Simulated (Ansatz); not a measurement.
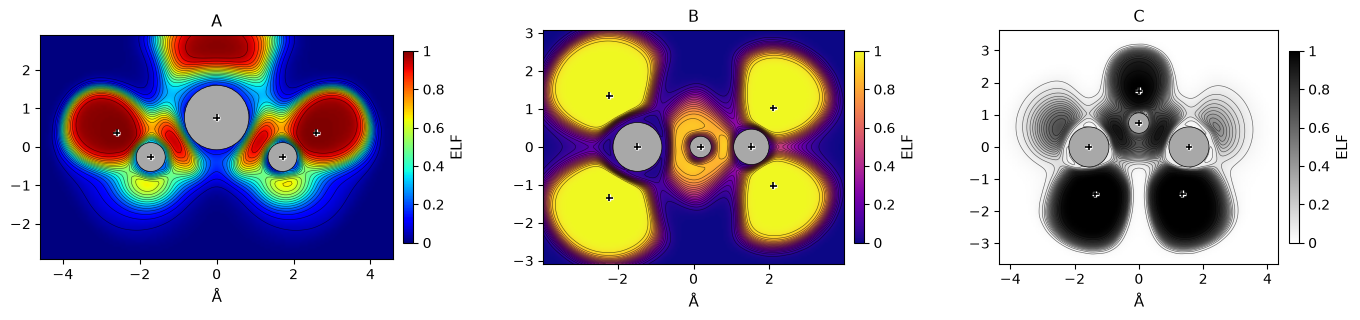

The electron localisation function of 3 systems, each on a plane through atoms (crosses mark nuclei in the plane; grey discs cover the cores).

Method: isolated molecule in a Gaussian basis; Hartree-Fock (Ansatz).

System 1: C2H6Ga (SMILES C[Ga]C) (doublet), the plane of atoms Ga2, C3 and H7. Geometry: PBE0-D4/def2-TZVP.

```xyz
9

C    -1.2466    1.1630    0.1753
Ga    0.4566    0.3856    0.8730
C     1.2740   -1.1396   -0.1261
H    -2.0143    0.3825    0.1775
H    -1.0925    1.4797   -0.8611
H    -1.6027    2.0113    0.7582
H     2.2020   -1.4968    0.3182
H     1.4694   -0.8220   -1.1553
H     0.5541   -1.9637   -0.1597
```

System 2: H7NSi2 (SMILES [SiH3]N[SiH3]), the plane of atoms Si1, N2 and H7. Geometry: PBE0-D4/def2-TZVP.

```yaml
atoms:
  - { symbol: Si, position_ang: [-1.0428, 0.7584, -0.8800] }
  - { symbol: N, position_ang: [0.1200, 0.5004, 0.3687] }
  - { symbol: Si, position_ang: [0.9958, -0.9353, 0.7554] }
  - { symbol: H, position_ang: [-1.3736, -0.5673, -1.4582] }
  - { symbol: H, position_ang: [-0.5323, 1.6454, -1.9626] }
  - { symbol: H, position_ang: [-2.2743, 1.3936, -0.3364] }
  - { symbol: H, position_ang: [0.3620, 1.3173, 0.9129] }
  - { symbol: H, position_ang: [0.4031, -2.0423, -0.0347] }
  - { symbol: H, position_ang: [0.8972, -1.2430, 2.2083] }
  - { symbol: H, position_ang: [2.4448, -0.8272, 0.4267] }
```

System 3: AlBH4O, the molecular plane. Geometry: GFN2-xTB.

```xyz
7

B    -1.2398    0.4605   -0.7551
O    -0.1510    0.0550   -0.0928
Al    1.2033   -0.4472    0.7321
H    -1.7221   -0.2434   -1.5654
H    -1.7020    1.5165   -0.5192
H     1.8196    0.4868    1.7815
H     1.7920   -1.8283    0.4189
```

Question: Match each panel to its system.

Answer: Panel A is system 1, C2H6Ga: the plane holds C, Ga and H. C–Ga (2.00 Å): the ELF peaks at about 0.95 in the valence shell of C, 0.7 Å from its nucleus, and is about 0.60 at the midpoint. Panel B is system 3, AlBH4O: the plane holds B, O, Al and H. B–O (1.34 Å): the ELF peaks at about 0.90 between the atoms: a short, strongly polar bond. Panel C is system 2, H7NSi2: the plane holds Si, N and H. Si–N (1.73 Å): the ELF peaks at about 0.90 between the atoms, as expected for a polar covalent bond.
